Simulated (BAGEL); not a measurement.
# singlet [Si2NH6]+, step by step

Wanted: the energy (singlet [Si2NH6]+, HF/def2-SV(P)), then the energy (doublet Si2NH6, NEVPT2(3,3)/def2-SV(P)), then a single-point energy (doublet Si2NH6, CASPT2(3,3)/def2-SV(P)) of H6NSi2. 

Program for the calculation: BAGEL 1.2.2.

3 further runs of the same task are left out: 3 set aside as unsound or not needed.

### Step 1. The system as given

The species is [Si2NH6]+ (9 atoms), meant as a singlet with charge +1. As SMILES of the parent species, `[SiH2]N[SiH3]`. The Si3–H7 distance was set to 2.827 Å, away from the relaxed value. That shape belongs to the parent species and isn't relaxed for this state. At this shape a bond of the SMILES string is far longer than usual.

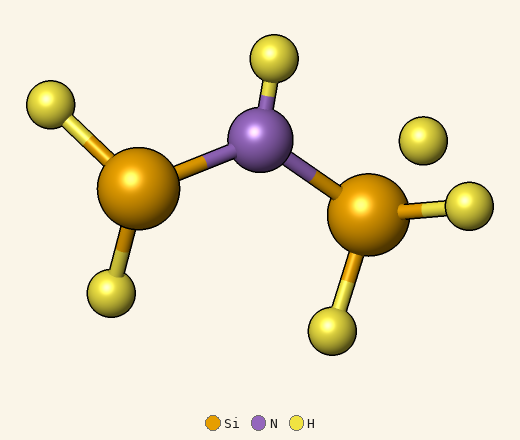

Viewed from a chosen angle; silicon amber, nitrogen purple, hydrogen yellow.

### Step 2. A single-point energy at HF/def2-SV(P) (density fitting with svp-jkfit) (run 1)

Contents of input.json:

```json
{ "bagel" : [

{
  "title" : "molecule",
  "basis" : "def2-sv_p_.json",
  "df_basis" : "svp-jkfit",
  "geometry" : [
    { "atom" : "Si", "xyz" : [ -4.60095588,  2.52411474, -1.18878324 ] },
    { "atom" : "N", "xyz" : [ -1.95949670,  1.95814177,  0.65105411 ] },
    { "atom" : "Si", "xyz" : [ -1.17563831, -0.77496912,  2.26676995 ] },
    { "atom" : "H", "xyz" : [ -5.38632606,  0.07257304, -2.33414625 ] },
    { "atom" : "H", "xyz" : [ -3.92443393,  4.39135313, -3.19661725 ] },
    { "atom" : "H", "xyz" : [ -0.88764404,  3.49543397,  1.02333016 ] },
    { "atom" : "H", "xyz" : [  3.74657101, -2.41223540,  0.99286211 ] },
    { "atom" : "H", "xyz" : [ -3.04627820, -2.72686724,  1.52656423 ] },
    { "atom" : "H", "xyz" : [ -1.25141632, -0.41062993,  5.05449393 ] }
  ]
},
{
  "title" : "hf",
  "charge" : 1
},
{
  "title" : "print",
  "file" : "orbitals.molden",
  "orbitals" : "true"
}

]}
```

The basis set def2-SV(P) is read from a file made from the Basis Set Exchange's data (not shown).

Command:

```console
$ BAGEL_NUM_THREADS=1 BAGEL input.json > input.out
```

The program printed:

```text
* using 1 threads per process

  ===============================================================
  ===============================================================

  *** Geometry ***

  { "atom" : "Si", "xyz" : [     -4.600956,      2.524115,     -1.188783 ] },
  { "atom" : "N", "xyz" : [     -1.959497,      1.958142,      0.651054 ] },
  { "atom" : "Si", "xyz" : [     -1.175638,     -0.774969,      2.266770 ] },
  { "atom" : "H", "xyz" : [     -5.386326,      0.072573,     -2.334146 ] },
  { "atom" : "H", "xyz" : [     -3.924434,      4.391353,     -3.196617 ] },
  { "atom" : "H", "xyz" : [     -0.887644,      3.495434,      1.023330 ] },
  { "atom" : "H", "xyz" : [      3.746571,     -2.412235,      0.992862 ] },
  { "atom" : "H", "xyz" : [     -3.046278,     -2.726867,      1.526564 ] },
  { "atom" : "H", "xyz" : [     -1.251416,     -0.410630,      5.054494 ] },

  Number of auxiliary basis functions:      441

  Since a DF basis is specified, we compute 2- and 3-index integrals:
    o Being stored without compression. Storage requirement is 0.014 GB

  Number of basis functions:       62
  Number of electrons      :       41

    * METHOD: MOLECULE                             0.13

  *** RHF ***

  === Nuclear Repulsion ===
   144.1448427082

      * DIIS with orbital gradients will be used.

  === RHF iteration (def2-sv_p_.json) ===
      0       -634.95949639          0.01883344           0.03
      1       -635.08183700          0.01234418           0.03
      2       -635.12524121          0.00205384           0.03
      3       -635.12730374          0.00063317           0.03
      4       -635.12755427          0.00017618           0.03
      5       -635.12759059          0.00006013           0.03
      6       -635.12759574          0.00001594           0.03
      7       -635.12759605          0.00000419           0.03
      8       -635.12759606          0.00000130           0.03
      9       -635.12759607          0.00000055           0.03
     10       -635.12759607          0.00000019           0.03
     11       -635.12759607          0.00000011           0.03
     12       -635.12759607          0.00000003           0.03
     13       -635.12759607          0.00000001           0.03
     14       -635.12759607          0.00000000           0.03
    * SCF iteration converged.

    * Permanent dipole moment:
           (    1.774145,    -1.536619,     0.686568) a.u.

    * METHOD: HF                                   0.54

    * METHOD: PRINT                                0.01

  ===============================================================
```

Wall time 0.8 s (1 thread of Arm Neoverse V2, shared host); peak memory 0.15 GiB.

### Step 3. Doublet neutral Si2NH6: a single-point energy at NEVPT2(3,3)/def2-SV(P) (density fitting with svp-jkfit) (run 2)

Contents of input.json:

```json
{ "bagel": [

{
  "title": "molecule",
  "basis": "def2-sv_p_.json",
  "df_basis": "svp-jkfit",
  "geometry": [
    { "atom": "Si", "xyz": [    -4.60095588,     2.52411474,    -1.18878324 ] },
    { "atom": "N", "xyz": [    -1.95949670,     1.95814177,     0.65105411 ] },
    { "atom": "Si", "xyz": [    -1.17563831,    -0.77496912,     2.26676995 ] },
    { "atom": "H", "xyz": [    -5.38632606,     0.07257304,    -2.33414625 ] },
    { "atom": "H", "xyz": [    -3.92443393,     4.39135313,    -3.19661725 ] },
    { "atom": "H", "xyz": [    -0.88764404,     3.49543397,     1.02333016 ] },
    { "atom": "H", "xyz": [     3.74657101,    -2.41223540,     0.99286211 ] },
    { "atom": "H", "xyz": [    -3.04627820,    -2.72686724,     1.52656423 ] },
    { "atom": "H", "xyz": [    -1.25141632,    -0.41062993,     5.05449393 ] }
  ]
},

{ "title": "hf", "charge": 1 },

{ "title": "casscf", "nstate": 1, "nact": 3, "nclosed": 19, "nspin": 1, "active": [20, 21, 22], "maxiter": 200, "natocc": true },

{
  "title": "nevpt2",
  "nstate": 1,
  "nact": 3,
  "nclosed": 19,
  "nspin": 1,
  "active": [20, 21, 22],
  "maxiter": 200,
  "natocc": true,
  "ncore": 11
},

{ "title": "print", "file": "orbitals.molden", "orbitals": true }

]}
```

The basis set def2-SV(P) is read from a file made from the Basis Set Exchange's data (not shown).

Command:

```console
$ BAGEL_NUM_THREADS=1 BAGEL input.json > input.out
```

The program printed:

```text
* using 1 threads per process

  ===============================================================
  ===============================================================

  *** Geometry ***

  { "atom" : "Si", "xyz" : [     -4.600956,      2.524115,     -1.188783 ] },
  { "atom" : "N", "xyz" : [     -1.959497,      1.958142,      0.651054 ] },
  { "atom" : "Si", "xyz" : [     -1.175638,     -0.774969,      2.266770 ] },
[... 5 lines of this table left out ...]
  { "atom" : "H", "xyz" : [     -1.251416,     -0.410630,      5.054494 ] },

  Number of auxiliary basis functions:      441

  Since a DF basis is specified, we compute 2- and 3-index integrals:
    o Being stored without compression. Storage requirement is 0.014 GB

[... 18 lines left out ...]
    * SCF iteration converged.
[... 1 line left out ...]
    * Permanent dipole moment:
[... 28 lines left out ...]
    * Second-order optimization converged. *
[... 11 lines left out ...]
     * ci vector, state   0, <S^2> = 0.7500
       2a.    -0.9205703138
       .a2    -0.3804411401
       .2a     0.0566886995

    * METHOD: CASSCF                               1.80

    * freezing 11 orbitals

  === DF-NEVPT2 calculation ===

    * 3-index integral transformation done
    * assembly done

      NEVPT2 correlation energy:   -0.2972147396      0.05

          (+0)     -0.2439229088
          (+0)'    -0.0065589363
          (+1)     -0.0167433304
          (+1)'    -0.0000745203
          (+2)     -0.0003185334
          (-1)     -0.0286595011
          (-1)'    -0.0002062208
          (-2)     -0.0007307886

      NEVPT2 total energy:       -635.7662963879

    * METHOD: NEVPT2                               0.11

    * METHOD: PRINT                                0.01

  ===============================================================
```

Run time: 2.7 s. Hardware: 1 thread of Arm Neoverse V2, shared host; peak memory 0.15 GiB.

### Step 4. Doublet neutral Si2NH6: the energy at CASPT2(3,3)/def2-SV(P) (density fitting with svp-jkfit) (run 3)

Contents of calc.json:

```json
{ "bagel": [

{
  "title": "molecule",
  "basis": "def2-sv_p_.json",
  "df_basis": "svp-jkfit",
  "angstrom": false,
  "geometry": [
    { "atom": "Si", "xyz": [ -4.60095588,  2.52411474, -1.18878324 ] },
    { "atom": "N", "xyz": [ -1.95949670,  1.95814177,  0.65105411 ] },
    { "atom": "Si", "xyz": [ -1.17563831, -0.77496912,  2.26676995 ] },
    { "atom": "H", "xyz": [ -5.38632606,  0.07257304, -2.33414625 ] },
    { "atom": "H", "xyz": [ -3.92443393,  4.39135313, -3.19661725 ] },
    { "atom": "H", "xyz": [ -0.88764404,  3.49543397,  1.02333016 ] },
    { "atom": "H", "xyz": [  3.74657101, -2.41223540,  0.99286211 ] },
    { "atom": "H", "xyz": [ -3.04627820, -2.72686724,  1.52656423 ] },
    { "atom": "H", "xyz": [ -1.25141632, -0.41062993,  5.05449393 ] }
  ]
},
{ "title": "hf", "charge": 1 },
{ "title": "casscf", "nstate": 1, "nact": 3, "nclosed": 19, "nspin": 1, "active": [20, 21, 22], "maxiter": 200, "natocc": true },
{ "title": "print", "file": "orbitals.molden", "orbitals": true },
{ "title": "smith", "method": "caspt2", "ms": true, "xms": true, "sssr": true, "shift": 0.2, "shift_imag": true, "ncore": 11 }

]}
```

The basis set def2-SV(P) is read from a file made from the Basis Set Exchange's data (not shown).

Command:

```console
$ BAGEL_NUM_THREADS=1 BAGEL calc.json > calc.out
```

The program printed:

```text
* using 1 threads per process

  ===============================================================
  ===============================================================

  *** Geometry ***

  { "atom" : "Si", "xyz" : [     -4.600956,      2.524115,     -1.188783 ] },
  { "atom" : "N", "xyz" : [     -1.959497,      1.958142,      0.651054 ] },
  { "atom" : "Si", "xyz" : [     -1.175638,     -0.774969,      2.266770 ] },
[... 5 lines of this table left out ...]
  { "atom" : "H", "xyz" : [     -1.251416,     -0.410630,      5.054494 ] },

  Number of auxiliary basis functions:      441

  Since a DF basis is specified, we compute 2- and 3-index integrals:
    o Being stored without compression. Storage requirement is 0.014 GB

[... 18 lines left out ...]
    * SCF iteration converged.
[... 1 line left out ...]
    * Permanent dipole moment:
[... 28 lines left out ...]
    * Second-order optimization converged. *
[... 11 lines left out ...]
     * ci vector, state   0, <S^2> = 0.7500
[... 17 lines left out ...]
    * Zeroth order energy : state  0       -0.6051346437
[... 4 lines left out ...]
       #      aibj      arbs      arbi      airj      risj      airs      arst      rist         Etot      error   time
[... 2 lines left out ...]
       0  -0.24294  -0.00098  -0.03090  -0.01849  -0.00050  -0.00663  -0.00024  -0.00010   -0.3007872  0.0006795   0.02
       1  -0.24297  -0.00099  -0.03092  -0.01854  -0.00051  -0.00670  -0.00024  -0.00011   -0.3009719  0.0000875   0.02
       2  -0.24297  -0.00099  -0.03092  -0.01854  -0.00051  -0.00670  -0.00024  -0.00011   -0.3009748  0.0000129   0.02
       3  -0.24297  -0.00099  -0.03092  -0.01854  -0.00051  -0.00670  -0.00024  -0.00011   -0.3009749  0.0000022   0.02
       4  -0.24297  -0.00099  -0.03092  -0.01854  -0.00051  -0.00670  -0.00024  -0.00011   -0.3009749  0.0000003   0.02

      ------------------------------------------------------------------------------------------------------------------

    * CASPT2 energy : state  0     -635.7723613015
        w/o shift correction       -635.7700565319
        reference weight              0.8929439520

    * METHOD: SMITH                                0.18

  ===============================================================
```

Run time: 2.8 s. Hardware: 1 thread of Arm Neoverse V2, shared host; peak memory 0.15 GiB.

### Step 5. Results

| quantity | value |
| --- | --- |
| run 1, HF/def2-SV(P): total energy | -635.12760 Eh |
| run 1, HF/def2-SV(P): HOMO energy | -12.54 eV |
| run 1, HF/def2-SV(P): LUMO energy | -6.77 eV |
| run 1, HF/def2-SV(P): HOMO–LUMO gap | 5.78 eV |
| doublet neutral Si2NH6, run 2: total energy | -635.76630 Eh |
| doublet neutral Si2NH6, run 3: total energy | -635.77236 Eh |
